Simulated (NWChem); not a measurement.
# SnHBrO (SMILES [OH][Sn][Br]) at SSB-D/6-311+G(d,p)/LANL2DZ (core potential, trust 0.5)

Wanted: a structure relaxation of SnHBrO. 

The calculation is run with NWChem 7.3.0.

2 further runs of the same task are left out: 2 set aside as unsound or not needed.

**1. The structure to begin with**

SnHBrO: 4 atoms, total charge 0, spin state singlet. As SMILES, `[OH][Sn][Br]`. Geometry: relaxed at PBE0-D4/def2-TZVP. The run starts from this shape.

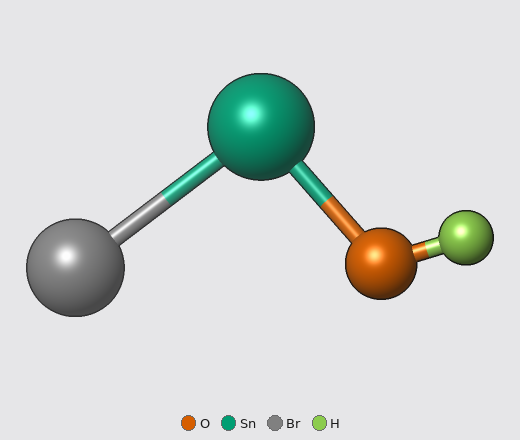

Viewed from a chosen angle; oxygen orange, tin teal, bromine grey, hydrogen green.

**2. A geometry optimisation at SSB-D/6-311+G(d,p)/LANL2DZ (core potential, trust 0.5)**

Input file job.nw:

```
start job
title "BrHOSn"
memory 2200 mb

geometry units angstroms
  O     -0.446300     0.542400    -0.727800
  Sn    -0.328800    -0.563500     0.903900
  Br     2.164200    -0.876400     0.756300
  H     -1.333500     0.837200    -0.952800
end

basis spherical bse
  * library 6-311+G** except Br Sn
  Br library LANL2DZ
  Sn library LANL2DZ
end

ecp bse
  Sn library LANL2DZ
  Br library LANL2DZ
end

dft
  xc ssb-d
  grid coarse
  convergence energy 0.001 rabuck 15
  maxiter 100
  print low
end

driver
  maxiter 60
  trust 0.5
end

freq
  temp 1 273.15
end

task dft optimize
task dft frequencies
```

Started as:

```bash
$ nwchem job.nw > job.out
```

Q: Predict the results. Wanted: total energy at the end; dispersion energy; lowest harmonic wavenumber; highest harmonic wavenumber; zero-point energy; ideal-gas entropy at 273.15 K.

Computed results:

Level: SSB-D/6-311+G**/LANL2DZ (core potential, trust 0.5).

| quantity | value |
| --- | --- |
| total energy at the end | -93.12166 Eh |
| dispersion energy | -3.11 kJ/mol |
| lowest harmonic wavenumber | 138 cm⁻¹ |
| highest harmonic wavenumber | 3877 cm⁻¹ |
| zero-point energy | 34.7 kJ/mol |
| ideal-gas entropy at 273.15 K (symmetry number 1 as used) | 74.8 cal/(mol K) |

In words: At the final geometry: Bond lengths: O1–Sn2 1.982 Å, Sn2–Br3 2.611 Å, O1–H4 0.959 Å. Angles: O1–Sn2–Br3 94.1°, Sn2–O1–H4 119.3°. All 6 modes are real, so the shape is a minimum at this level. The optimisation took 6 steps and changed the energy by -0.047 eV.
